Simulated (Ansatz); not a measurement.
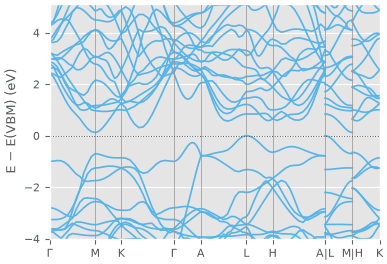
Figure. Band structure from r²SCAN in the plane-wave PAW code Ansatz

Q: Read off the gap and where the band edges lie.

A: About 0.1 eV (0.12 eV by a search for the band edges); maximum at L, minimum at M.

Q: Which of these materials gives this?
A) Si, P6_3/mmc (Si on 4f)
B) ZnO, wurtzite
C) Si2W, P6_222 (Si on 6j, W on 3d)
D) CdTe, wurtzite

A: C, Si2W, P6_222 (Si on 6j, W on 3d)

The first step of the workflow began from a Materials Project structure, measured or hypothetical; the Crystallography Open Database copy checked does not list it. It is not the phase usual at ambient conditions (space group No. 139). The r²SCAN relaxation kept the symmetry of its start; phonons on a q-mesh show no instability. The run is not spin-polarised. Scalar-relativistic: spin–orbit coupling is off unless named, which matters more the heavier the elements.

Potentials: the earlier of the program's two PAW sets.
